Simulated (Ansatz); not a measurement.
C5H2BF7O3

Input

```
crystal:
  periodic: [false, false, false]
  atoms:
    - {symbol: O, position_ang: [1.623639, 0.083306, 2.131329]}
    - {symbol: B, position_ang: [0.320437, -0.306147, 1.861002]}
    - {symbol: F, position_ang: [-0.439232, -0.795266, 2.867730]}
    - {symbol: O, position_ang: [-0.431438, 0.897952, 1.250955]}
    - {symbol: C, position_ang: [-0.512694, 1.089494, 0.006556]}
    - {symbol: C, position_ang: [-1.106817, 2.446393, -0.374717]}
    - {symbol: F, position_ang: [-1.142595, 2.599640, -1.696441]}
    - {symbol: F, position_ang: [-2.345986, 2.545364, 0.093545]}
    - {symbol: F, position_ang: [-0.376232, 3.425576, 0.142446]}
    - {symbol: C, position_ang: [-0.147164, 0.166753, -0.957601]}
    - {symbol: C, position_ang: [0.235288, -1.074572, -0.480623]}
    - {symbol: C, position_ang: [0.513528, -2.241144, -1.429957]}
    - {symbol: F, position_ang: [0.395758, -1.863490, -2.700860]}
    - {symbol: F, position_ang: [1.743846, -2.699780, -1.239970]}
    - {symbol: F, position_ang: [-0.348802, -3.225524, -1.202372]}
    - {symbol: O, position_ang: [0.352030, -1.369599, 0.740499]}
    - {symbol: H, position_ang: [1.863577, -0.041053, 3.050526]}
    - {symbol: H, position_ang: [-0.234642, 0.373494, -2.010248]}
basis:
  gaussian: {orbitals: def2-TZVPP}
hamiltonian: {xc: pbe0, dispersion: d4}
output: {orbitals: {seedname: orbitals}}
```

Run with:

```sh
ansatz run in.yaml --threads 11 --pin off --events-out ev --progress --plain --max-ram 174080MiB --backend cuda --devices 0, --max-vram 75GiB
```

Geometry: PBE0-D4/def2-TZVP.

Level of theory: Ansatz, RKS PBE0-D4/def2-TZVPP.

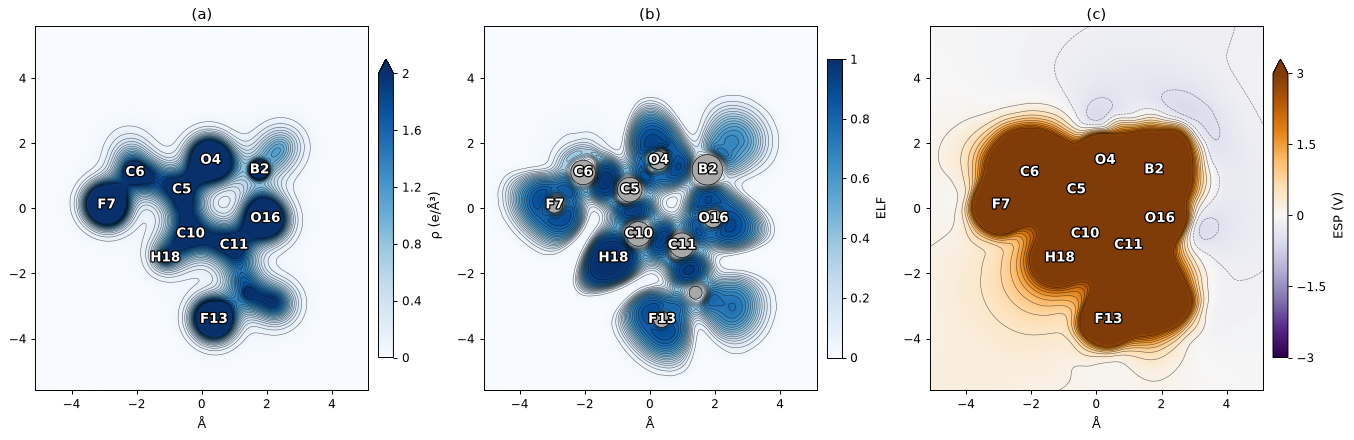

Figure 1. (a) total electron density; (b) ELF; (c) electrostatic potential on the plane of atoms C6, C5 and C10. Grey discs cover the atomic cores in the ELF map.

Question: Describe what can be read from this map.

Answer:
- Atoms in the plane: B, O, C, F and H.
- C–O (1.26 Å): the density is about 3 e/Å³ at the midpoint; the ELF peaks at about 0.85 between the atoms; a polar covalent bond.
- C–F (1.33 Å): ρ at the midpoint is about 2.4 e/Å³, with its minimum of 2 e/Å³ about 0.5 Å from C; the ELF peaks at about 0.85 between the atoms: a shared but strongly polarised pair.
- C–C (1.38 Å): ρ at the midpoint is about 2.2 e/Å³; the ELF peaks at about 0.95 between the atoms; a covalent bond.
- C–C (1.53 Å): ρ is about 1.8 e/Å³ halfway; the ELF peaks at about 1 between the atoms; a shared electron pair.
- The ELF also peaks beside F13, O16, F7 and O4, away from the bonds: lone-pair regions.
- Outside the dense part of the molecule the potential is most negative (−0.6 V) near O4 and O16.

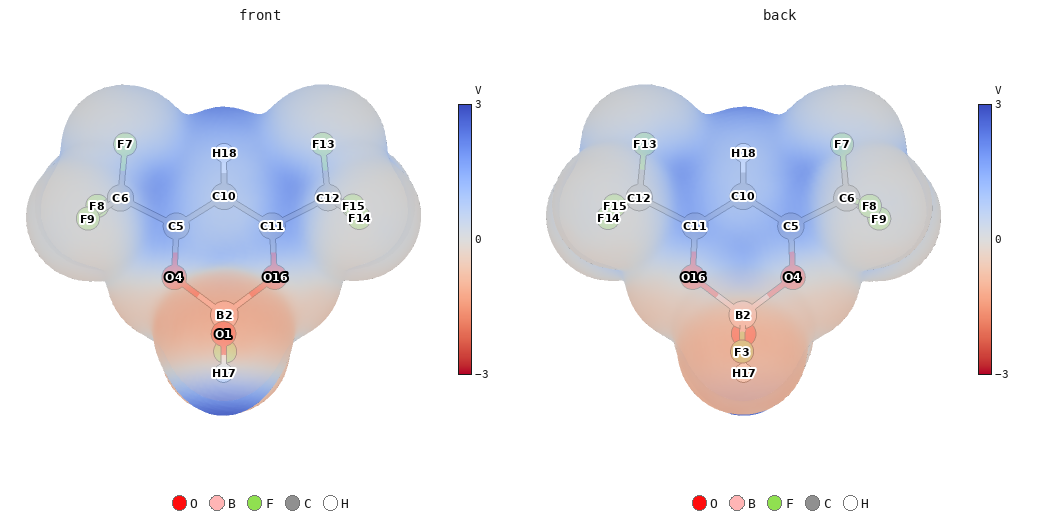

Figure 2. The electrostatic potential painted on the density surface at 0.002 e/bohr³, seen from the front and from behind; red is negative and blue positive.

Question: Where is the surface potential most negative and most positive?

Answer: The most negative region (about −1.2 V) lies over O1, the most positive (about +2.4 V) over H17. O1 is the likeliest acceptor of a hydrogen bond.

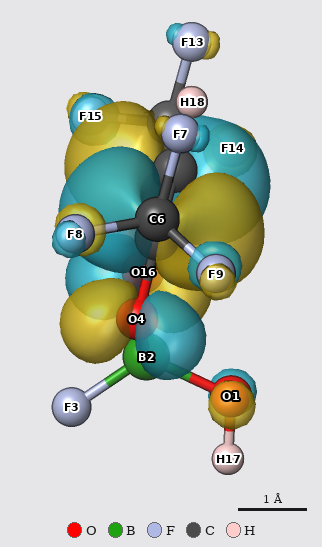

Figure 3. The LUMO at ±0.1 Å⁻³ᐟ² (yellow and cyan are the two phases), seen at an oblique angle.

Question: What is the character of this orbital?

Answer: It lies mainly on C5 (about 25 %), C11 (about 25 %), O16 (about 15 %), O4 (about 15 %) and C10 (about 10 %). Its energy is −3.60 eV.
